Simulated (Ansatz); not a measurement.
AlBN2 (SMILES [N][B][N][Al]) (triplet)

```json
{"atom": "Al", "x (Å)": "0.0000", "y (Å)": "0.0000", "z (Å)": "-2.3677"}
{"atom": "B", "x (Å)": "0.0000", "y (Å)": "0.0000", "z (Å)": "0.7504"}
{"atom": "N", "x (Å)": "0.0000", "y (Å)": "0.0000", "z (Å)": "-0.5300"}
{"atom": "N", "x (Å)": "0.0000", "y (Å)": "0.0000", "z (Å)": "2.1473"}
```

Geometry: PBE0-D3(BJ)/pcseg-1.

All numbers below come from Ansatz 0.2.0, isolated molecule in a Gaussian basis; Kohn-Sham density functional theory, functional PBE0.

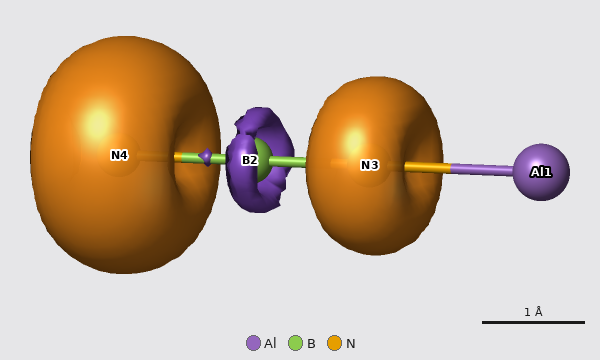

Figure 1. Isosurfaces of the spin density (α minus β) at +0.06 (orange) and −0.06 e/Å³ (purple), seen from one side.

### Where is the unpaired spin?

The unpaired spin (2 electrons) lies mostly on N4 (about 1.5) and N3 (about 0.4), in electrons by Hirshfeld's partition.

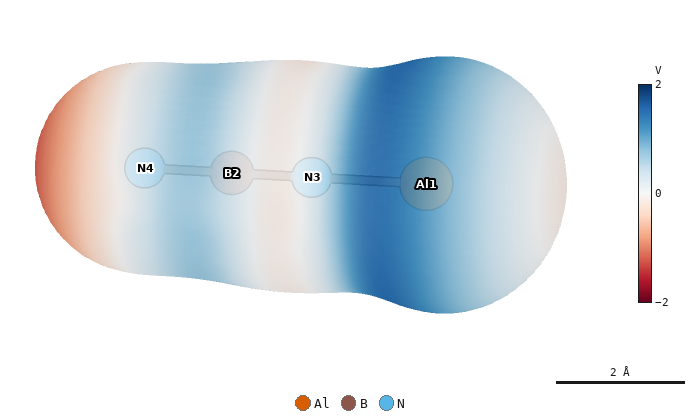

Figure 2. The molecular electrostatic potential painted on the density surface at 0.002 e/bohr³, seen at a tilt; red is negative and blue positive.

### Which sites attract a positive test charge, and which a negative one?

A positive charge is drawn to the negative regions and a negative charge to the positive ones. The most negative region (about −1.3 V, or −30 kcal/mol for a unit charge) lies over N4, the most positive (about +1.6 V, or +37 kcal/mol for a unit charge) over Al1. N4 is the likeliest acceptor of a hydrogen bond.

### What dipole moment does the calculation give?

Its dipole moment is 1.54 D.

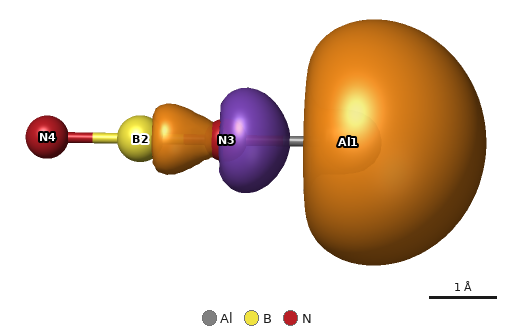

Figure 3. The HOMO (β) at ±0.1 Å⁻³ᐟ² (orange and purple are the two phases), seen from one side.

### What is the character of this orbital?

By Hirshfeld shares it lies mainly on Al1 (about 90 %) and N3 (about 10 %); it is of σ type. Its energy is −6.86 eV.
